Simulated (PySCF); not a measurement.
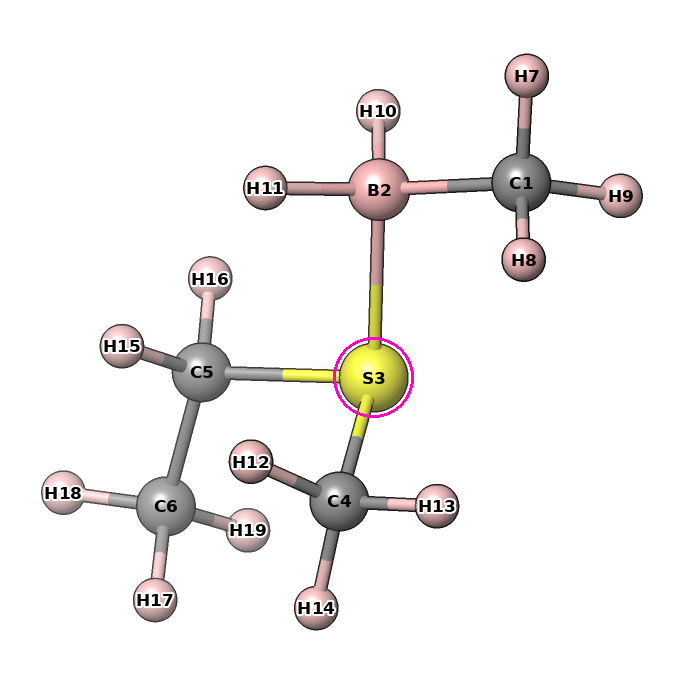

Atoms fade into the background with distance from the viewer. Circles mark the stereogenic atoms. The geometry was computed by an optimisation with PBE0-D3(BJ)/def2-SVP. No frequency run is at hand to confirm it as a minimum.

Q: Assign CIP descriptors.

A: S3: S.

Q: Write the isomeric SMILES.

A: C[BH2-][S@@+](C)CC
